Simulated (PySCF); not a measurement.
# CrBr₂: ligand-field states

Aim: compute the ligand-field states of CrBr₂.

Computed with PySCF 2.14.0 and routines of our own; the level stands in each step. Atoms count from 0.

## 1. The system as given

3 atoms, charge 0, states of the metal's open shell are computed; geometry from: model start, shaken.

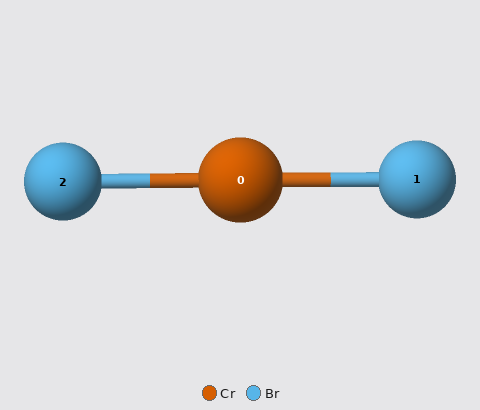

The starting geometry (chromium orange, bromine blue); sticks join atoms by distance alone.

## 2. Geometry optimisation at PBE0-D3(BJ)/def2-TZVP

Job settings and geometry (Å):

```
{"job": {"xc": "PBE0", "basis": "def2-TZVP", "d3": "d3bj", "grid": 1, "maxiter": 45, "kind": "geom"}, "charge": 0, "metal": "Cr", "open_shell": "d4"}
Cr     0.000020     0.004480    -0.004110
Br    -0.013360    -0.006820     2.405130
Br     0.000900     0.020100    -2.427380
```

Run with:

```console
$ OMP_NUM_THREADS=1 python lf_run.py task.json out
```

One launch serves the whole session: the jobs run in the order shown.

Standard output:

```text
step   0  E = -6192.08616650  max force = 0.017908
step   1  E = -6192.08913593  max force = 0.001086
step   2  E = -6192.08915206  max force = 0.000200
step   3  E = -6192.08915125  max force = 0.000061
optimisation converged
```

Run time: 28 s. Hardware: 1 thread of AMD EPYC 9R45, shared host; peak memory 0.57 GiB.

The steps of the relaxation:

```
step  energy from step 0 (eV)  largest force component (eV/Å)
   0                   0.0000                          0.9209
   1                  -0.0808                          0.0558
   2                  -0.0812                          0.0103
   3                  -0.0812                          0.0031
```

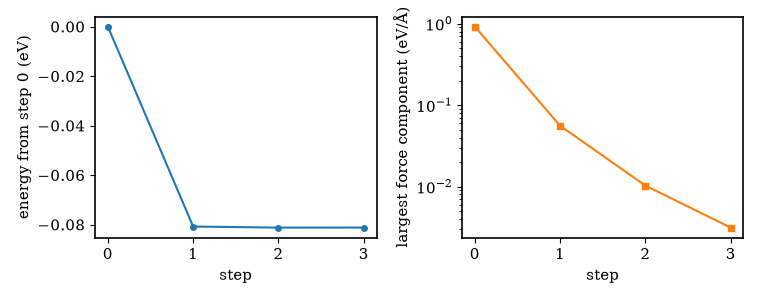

Energy and largest force along the relaxation.

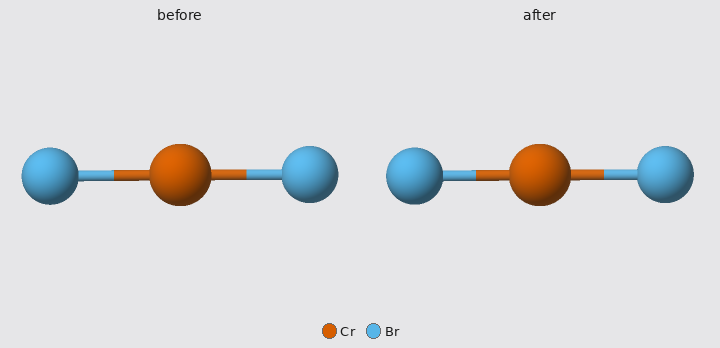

Before and after, at one scale.

Close pairs (by a distance rule), those that changed most:

```
   bond  before (Å)  after (Å)  change (Å)
Cr0–Br2       2.423      2.332      -0.091
Cr0–Br1       2.409      2.332      -0.077
```

The next job starts from the end point, and lists it.

```
                         at the end point         value
  point group (found at 0.08 Å tolerance)         Dinfh
rotational constants (GHz, main isotopes)  0.589, 0.589
                        dipole moment (D)          0.02
                                     ⟨S²⟩         6.073
```

## 3. Ligand-field states: state-averaged CASSCF

Job settings and geometry (Å):

```
{"job": {"kind": "lf", "basis": {"metal": "x2c-TZVPall", "ligand": "x2c-SVPall"}, "nevpt": true}, "charge": 0, "metal": "Cr", "open_shell": "d4"}
Cr     0.000000     0.000000     0.000000
Br     0.000000     0.000000     2.331937
Br     0.000000     0.000000    -2.331922
```

Level: state-averaged CASSCF of the metal d shell, SC-NEVPT2 on the averaged canonical orbitals, state-interaction spin-orbit coupling.

Standard output:

```text
basis functions 112, electrons 94, active (4e, 5o)
stage 1: DIIS on the effective Fock matrix, level shift 0.30
cycle   1  E = -6257.5506673576  dE = -6.258e+03  max|g| = 1.888e-01
cycle   2  E = -6257.6049443201  dE = -5.428e-02  max|g| = 1.697e-01
cycle   3  E = -6257.6188728448  dE = -1.393e-02  max|g| = 8.920e-02
cycle   4  E = -6257.6340435906  dE = -1.517e-02  max|g| = 3.900e-02
cycle   5  E = -6257.6360292055  dE = -1.986e-03  max|g| = 2.922e-02
cycle   6  E = -6257.6372494028  dE = -1.220e-03  max|g| = 1.535e-02
cycle   7  E = -6257.6376609804  dE = -4.116e-04  max|g| = 9.555e-03
cycle   8  E = -6257.6377362221  dE = -7.524e-05  max|g| = 7.442e-03
cycle   9  E = -6257.6376655813  dE =  7.064e-05  max|g| = 1.185e-02
cycle  10  E = -6257.6374925312  dE =  1.731e-04  max|g| = 1.792e-02
cycle  11  E = -6257.6372557627  dE =  2.368e-04  max|g| = 2.376e-02
cycle  12  E = -6257.6368394304  dE =  4.163e-04  max|g| = 3.169e-02
cycle  13  E = -6257.6359724738  dE =  8.670e-04  max|g| = 4.382e-02
cycle  14  E = -6257.6341993987  dE =  1.773e-03  max|g| = 6.138e-02
cycle  15  E = -6257.6304820087  dE =  3.717e-03  max|g| = 8.886e-02
stage 2: quasi-Newton rotations from the point of smallest gradient
cycle  17  E = -6257.6378050182  dE = -6.880e-05  max|g| = 3.520e-03
cycle  18  E = -6257.6378178650  dE = -1.285e-05  max|g| = 2.667e-03
cycle  19  E = -6257.6378198872  dE = -2.022e-06  max|g| = 2.694e-04
cycle  20  E = -6257.6378199949  dE = -1.077e-07  max|g| = 5.844e-05
cycle  21  E = -6257.6378200078  dE = -1.293e-08  max|g| = 3.636e-05
cycle  22  E = -6257.6378200087  dE = -8.104e-10  max|g| = 7.292e-06
converged average energy = -6257.6378200087

 mult deg   label        CASSCF/cm-1   NEVPT2/cm-1
   5   2   5Pig                0.0           0.0
   5   1   5Sigmag+        -1493.9         345.1
   5   2   5Deltag          3982.6        4848.4
   3   1   3Sigmag-        19261.7       17336.4
   3   2   3Hg             18293.0       17529.6
   3   2   3Pig            19032.3       17886.7
   3   2   3Phig           18354.7       18176.4
   3   2   3Pig            20318.7       18183.7
   3   2   3Deltag         18816.7       18192.7
   3   2   3Gammag         18264.2       18634.5
   3   1   3Sigmag-        20259.2       19103.3
   3   2   3Deltag         21317.9       19533.4
   3   2   3Pig            22054.6       19659.4
   3   2   3Phig           21919.6       19889.5
   3   1   3Sigmag-        23140.0       21256.4
   3   1   3Sigmag+        23509.1       22184.9
   3   2   3Deltag         24188.8       22729.2
   3   2   3Phig           24888.6       23193.5
   3   2   3Gammag         25316.9       24223.5
   3   2   3Pig            24689.2       24265.1
   1   1   1Sigmag+        27978.7       24990.7
   1   2   1Hg             26569.2       25403.8
   1   2   1Gammag         27804.8       25440.8
   1   2   1Pig            28183.7       25664.0
   1   2   1Ig             25981.6       26204.8
   1   2   1Phig           28312.2       26443.9
   3   2   3Pig            30599.6       26684.3
   1   2   1Deltag         28682.5       27156.6
   1   2   1Gammag         31016.5       28180.8
   3   2   3Deltag         31638.9       28196.1
   1   2   1Deltag         30187.5       28491.4
   1   1   1Sigmag+        33140.4       28531.1
   3   1   3Sigmag+        31715.8       28536.5
   1   2   1Phig           30728.4       28849.2
   1   2   1Pig            30059.5       28910.6
   1   1   1Sigmag+        30272.4       29075.2
   1   2   1Deltag         35074.6       31699.8
   1   2   1Pig            37067.6       33353.7
   1   2   1Phig           39030.8       35049.3
   1   1   1Sigmag+        40597.1       37398.4
   1   2   1Deltag         42374.0       37785.9
   1   2   1Pig            44562.0       39697.1
   1   1   1Sigmag-        45265.9       40846.9
   3   2   3Phig           47054.0       40874.1
   3   2   3Pig            47879.4       41063.5
   3   1   3Sigmag-        49088.2       43106.5
   3   2   3Deltag         50893.9       44659.2
   3   1   3Sigmag-        54231.6       48050.0
   1   2   1Phig           55833.0       49074.3
   3   2   3Pig            54900.8       49260.0
   1   2   1Gammag         55483.1       49533.8
   1   2   1Deltag         57019.3       50798.6
   1   2   1Pig            57806.4       51845.5
   1   1   1Sigmag+        58240.3       52150.8
   1   1   1Sigmag+        72673.3       61365.0
   1   2   1Pig            75213.9       64581.0
   1   2   1Deltag         78486.4       67786.6
   1   1   1Sigmag+        98604.6       83861.2

spin-orbit levels / cm-1
      0.00  x2  5Pig 0.93 5Sigmag+ 0.07
     25.71  x1  5Pig 0.86 5Sigmag+ 0.14
    111.23  x1  5Pig 1.00
    149.49  x2  5Pig 0.93 5Sigmag+ 0.07
    228.80  x2  5Pig 0.88 5Sigmag+ 0.12
    357.81  x2  5Pig 1.00
    585.21  x2  5Sigmag+ 0.88 5Pig 0.12
    610.70  x2  5Sigmag+ 0.86 5Pig 0.14
    618.00  x1  5Sigmag+ 0.86 5Pig 0.14
   4816.68  x2  5Deltag 1.00
   4932.95  x2  5Deltag 1.00
   5047.04  x2  5Deltag 1.00
   5159.19  x2  5Deltag 1.00
   5269.56  x2  5Deltag 1.00
  17491.44  x1  3Sigmag- 0.97
  17520.49  x2  3Sigmag- 0.98
  17543.49  x2  3Hg 0.99
  17713.75  x2  3Hg 0.99
  17890.56  x2  3Hg 1.00
  18036.73  x2  3Pig 0.90 3Deltag 0.05 3Pig 0.05
  18060.40  x2  3Pig 0.96
  18089.70  x1  3Pig 0.98
  18110.14  x1  3Pig 0.86 3Pig 0.11
  18157.42  x1  3Pig 0.76 3Pig 0.11 3Sigmag- 0.08
  18198.94  x2  3Deltag 0.54 3Phig 0.42
  18229.92  x2  3Deltag 0.44 3Pig 0.25 3Phig 0.20
  18284.73  x1  3Pig 0.95 3Pig 0.04
  18284.80  x2  3Pig 0.78 3Deltag 0.17 3Sigmag- 0.04
  18290.74  x2  3Phig 0.95 3Gammag 0.05
  18408.52  x2  3Phig 0.49 3Deltag 0.45 3Gammag 0.05
```

Wall time 5.7 s (1 thread of AMD EPYC 9R45, shared host); peak memory 0.37 GiB.

From this job:

```
             quantity     value
spin-orbit constant ζ  220 cm⁻¹
```

Powder susceptibility:

```
T (K)  χT (cm³ K/mol)  μ(eff)
    2           1.082    2.94
    5           1.183    3.08
   10           1.329    3.26
   20           1.484    3.44
   30           1.553    3.52
   50           1.641    3.62
   75           1.747    3.74
  100           1.855    3.85
  150           2.054    4.05
  200           2.225    4.22
  250           2.371    4.35
  300           2.494    4.47
```

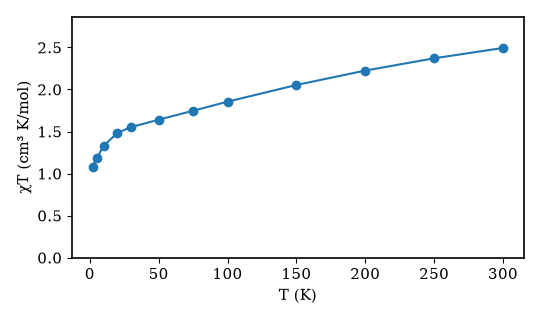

χT against temperature.

The fields below are evaluated on a grid from the run's orbitals.

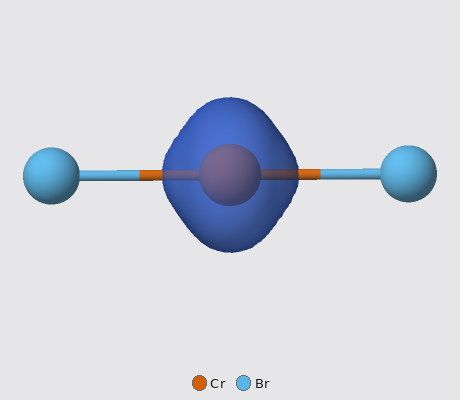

Spin density at ±0.2 e/Å³ (alpha excess blue, beta excess red).

In these pictures sticks join atoms by distance alone, so bonds to metals can be missing or extra.

(Part 1 of 2 ends here.)
